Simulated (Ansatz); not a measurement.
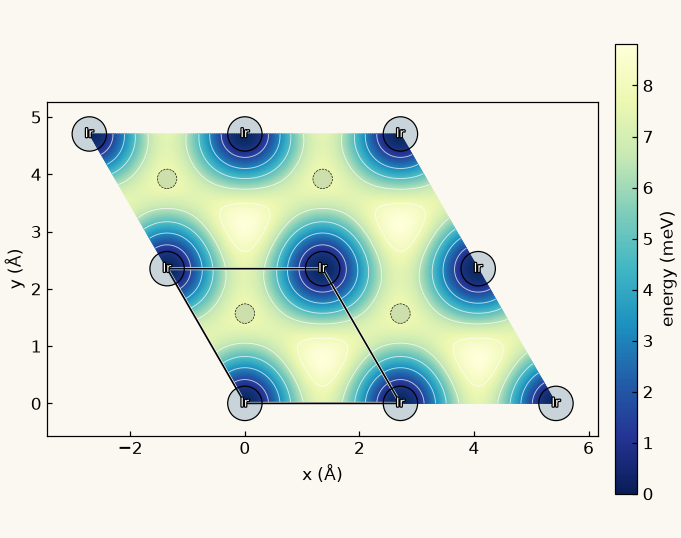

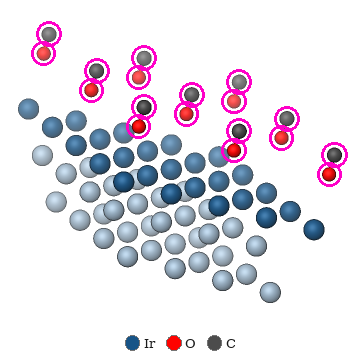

Energy landscape of CO on an Ir(111) slab cut from the Fm-3m phase, its upper half relaxed before the scan (12 atoms of substrate and one adsorbate in a 2 × 2 cell). CO (O end down) is moved over the surface cell at a fixed height above a rigid substrate; the origin of the map has the adsorbate above Ir9; the height is held at 3.30 Å. Places are given modulo a cell vector. The map is drawn in real space over the plane of the surface. The scan uses a 6 × 6 grid; 10 points were computed and 26 follow by symmetry. Places are given in fractions of the 1 × 1 surface cell. Energies are in meV, from the lowest grid point. At a fixed height the lowest place need not be the adsorption site. The runs have no spin polarisation; a magnetic state may lie lower. Computed with DFT PBE+D3(BJ), scalar-relativistic, plane waves, PAW in Ansatz 0.2.0. Settings: cutoff 420 eV, k-mesh 6×6×1, gaussian smearing 0.1 eV, no spin polarisation.

Drawn: a smooth colour map with a few white contour lines, labelled circles for the atoms of the top layer and small ones for the second layer, the outline of one cell of the 2 × 2 shown. Between grid points the surface is interpolated. The second picture is the structure at the lowest point; rings mark the moved atoms.

Q: Where are the wells?

A: The lowest grid point is at the top site over a surface Ir atom, (0/6, 0/6) of the cell vectors. It is the only kind of minimum in the scanned range. The highest grid point, a threefold hollow over a third-layer Ir atom, (4/6, 2/6) of the cell vectors, lies 8.8 meV above the lowest. On the interpolated surface the easiest way out of the lowest well to its copy in the next cell or period passes a barrier of about 7.4 meV.

The values on the grid:

| second ↓, first → | 0/6 | 1/6 | 2/6 | 3/6 | 4/6 | 5/6 |
| --- | --- | --- | --- | --- | --- | --- |
| 5/6 | 1.9 | 4.5 | 7.1 | 7.1 | 4.5 | 1.9 |
| 4/6 | 5.6 | 7.1 | 7.8 | 7.1 | 5.6 | 4.9 |
| 3/6 | 7.5 | 7.1 | 7.1 | 7.5 | 7.8 | 7.8 |
| 2/6 | 5.6 | 4.5 | 5.6 | 7.8 | 8.8 | 7.8 |
| 1/6 | 1.9 | 1.9 | 4.9 | 7.8 | 7.8 | 4.9 |
| 0/6 | 0.0 | 1.9 | 5.6 | 7.5 | 5.6 | 1.9 |

Each point was launched as `ansatz run input.yaml --threads 4 --pin off --max-ram 12288MiB --backend cpu --events-out ev --progress --plain --runs-dir out`. Time for the 10 points that were run: 4.7 min on 4 threads of Arm Neoverse V2 (shared host).

PAW datasets: the set soft_1.
